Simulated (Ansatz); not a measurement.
# Single-point calculation, with input and output: C2H10Si2

The run: single-point calculation of C2H10Si2, SMILES C[SiH](C)[SiH3]. Method and program: RKS PBE0-D4/def2-TZVPP (Ansatz 0.2.0).

The geometry comes from this level: PBE0-D4/def2-TZVP.

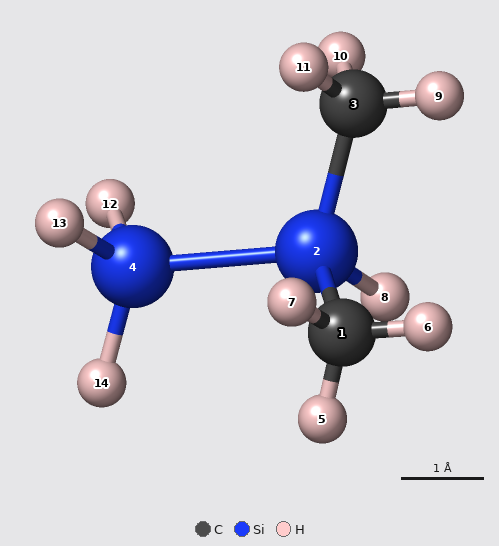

**Figure 1.** The structure (ball-and-stick view, seen at a tilt; atoms are numbered from 1 in the order of the input). Bond lengths as drawn: C–H 1.09 Å, C–Si 1.88 Å, H–Si 1.49 Å and Si–Si 2.34 Å.

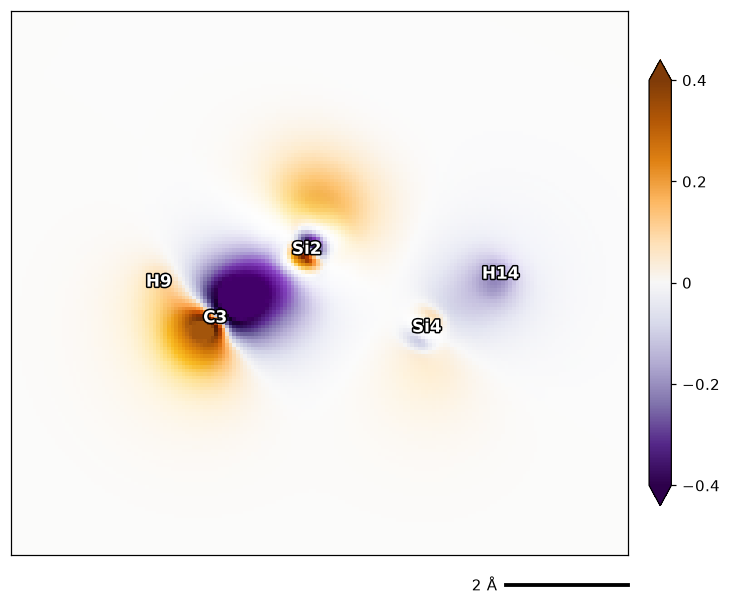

**Figure 2.** One frontier orbital on the plane of atoms C3, Si2 and Si4 (values in Å⁻³ᐟ²; the overall sign is arbitrary). The HOMO−1, at −8.85 eV. Its weight (Hirshfeld) is mainly on C1 (25 %), C3 (25 %) and Si2 (20 %).

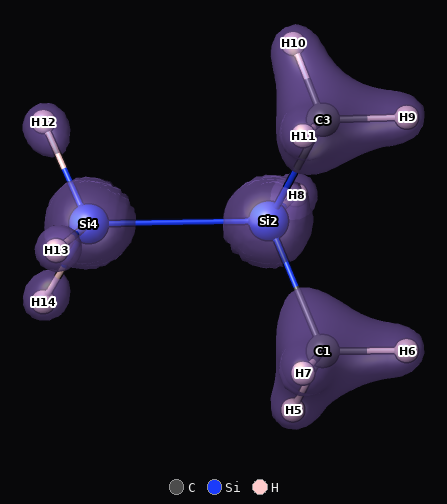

**Figure 3.** Isosurface of the electron density at 1 e/Å³ (purple), seen at a tilt. At this value the surface falls into eight separate pieces. It is pinched off along the C–Si (1.88 Å), Si–Si (2.34 Å) and Si–H (1.49 Å) contacts. On the grid the lowest density along these lines, outside the cores, is 0.81 e/Å³ (C–Si, 1.88 Å), 0.63 e/Å³ (Si–Si, 2.34 Å), 1.9 e/Å³ (C–H, 1.09 Å) and 0.79 e/Å³ (Si–H, 1.49 Å).

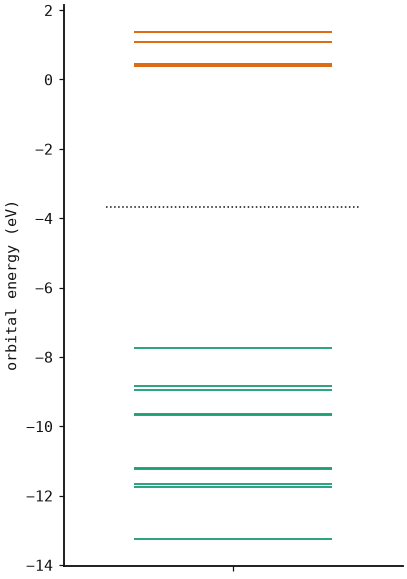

**Figure 4.** Orbital energies near the frontier; the dotted line parts filled from empty levels, and levels within 0.02 eV of each other stand side by side. Highest filled −7.74 eV, lowest empty 0.39 eV, 8.13 eV apart.

These pictures come from the run below.

### Input file
```yaml
crystal:
  periodic: [false, false, false]
  atoms:
    - {symbol: C, position_ang: [-0.723809, 1.147271, -1.276891]}
    - {symbol: Si, position_ang: [-0.396293, 0.230354, 0.327933]}
    - {symbol: C, position_ang: [1.143608, 0.892479, 1.172775]}
    - {symbol: Si, position_ang: [-0.166079, -2.064795, -0.087114]}
    - {symbol: H, position_ang: [-1.632128, 0.783076, -1.761936]}
    - {symbol: H, position_ang: [-0.845546, 2.217579, -1.090609]}
    - {symbol: H, position_ang: [0.106865, 1.018131, -1.975211]}
    - {symbol: H, position_ang: [-1.566097, 0.412761, 1.238859]}
    - {symbol: H, position_ang: [1.038825, 1.960453, 1.381456]}
    - {symbol: H, position_ang: [1.326498, 0.379410, 2.119484]}
    - {symbol: H, position_ang: [2.023906, 0.756687, 0.539554]}
    - {symbol: H, position_ang: [0.084116, -2.820758, 1.172210]}
    - {symbol: H, position_ang: [0.982723, -2.316900, -1.004222]}
    - {symbol: H, position_ang: [-1.389290, -2.624948, -0.727386]}
basis:
  gaussian: {orbitals: def2-TZVPP}
hamiltonian: {xc: pbe0, dispersion: d4}
output: {orbitals: {seedname: orbitals}}
```

Command:
```bash
ansatz run in.yaml --threads 4 --pin off --events-out ev --progress --plain --max-ram 10444MiB
```

### Output
```
Functional definition: PBE0
  name "PBE0"
  cite "Adamo & Barone, J. Chem. Phys. 110, 6158 (1999) doi:10.1063/1.478522"
  cite "Perdew, Burke & Ernzerhof, Phys. Rev. Lett. 77, 3865 (1996) doi:10.1103/PhysRevLett.77.3865"
  parent pbe
  parameter a = 0.25
  parameter kappa = 0.804
  parameter beta = 0.06672455060314922
  exchange = (1 - a)*pbe_x(kappa = kappa, mu = beta*pi^2/3) + a*exact_x
  correlation = pbe_c(beta = beta)
1532 factors; their error is unknown
mean field evaluation 1: about -17975.3964 eV, gradient 6.5e1 eV
mean field evaluation 2: about -17971.9396 eV, gradient 6.9e1 eV
mean field evaluation 4: about -17984.7151 eV, gradient 2.0e0 eV
mean field evaluation 8: about -17984.7227 eV, gradient 6.2e-2 eV
mean field evaluation 16: about -17984.7472 eV, gradient 3.7e-5 eV
mean field -17984.74720878 eV, -660.9272694233 hartree, gradient 3.7e-5 eV, S^2 0.000000; 0 other end points of the search recorded, 0 dependent functions left out
reference -17984.74724704 eV, -660.9272708290 hartree; 25, 25 occupied and 261, 261 virtual orbitals, 1532 factors
Total energy: -17984.99731146 eV, -660.9364605270 hartree
```

### Key numbers

```json
{"quantity": "outcome", "value": "converged"}
{"quantity": "total energy", "value": "−17984.9973 eV"}
{"quantity": "mean-field energy", "value": "−17984.7472 eV"}
{"quantity": "dispersion energy", "value": "−0.2501 eV"}
{"quantity": "SCF solution under orbital rotations", "value": "stable"}
{"quantity": "HOMO", "value": "−7.74 eV"}
{"quantity": "LUMO", "value": "0.39 eV"}
{"quantity": "hardware", "value": "4 threads of INTEL XEON PLATINUM @ 2.30GHz, 23 GiB of memory available, shared host"}
{"quantity": "wall time", "value": "2.1 s (CPU time 7.3 s)"}
{"quantity": "peak memory", "value": "0.77 GiB"}
```
